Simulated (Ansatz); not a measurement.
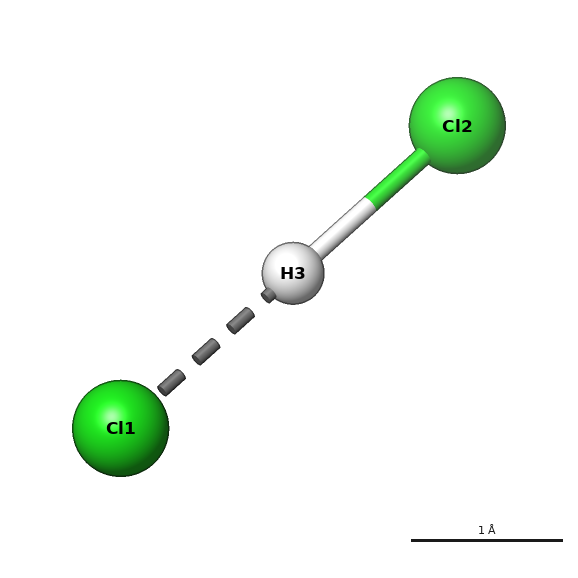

Two molecules or ions; the broken line marks their closest contact (measured against van der Waals radii). The species has charge −1 and is a spin singlet. Geometry: a pair of rigid molecules at a changed separation. Program: Ansatz 0.2.0.

Q: Which two species are they?

A: Cl and HCl (`Cl.[Cl-]`).

Q: How long is the contact?

A: Cl1···H3 is 1.64 Å.

Give the counterpoise-corrected interaction energy (kcal/mol, monomers kept as in the pair) with RHF-CCSD(T) (frozen core)/def2-TZVPPD; ωB97M-V/def2-TZVPPD.

```json
{"level": "RHF-CCSD(T) (frozen core)/def2-TZVPPD", "interaction energy (kcal/mol)": "−39.2"}
{"level": "ωB97M-V/def2-TZVPPD", "interaction energy (kcal/mol)": "−41.7"}
```
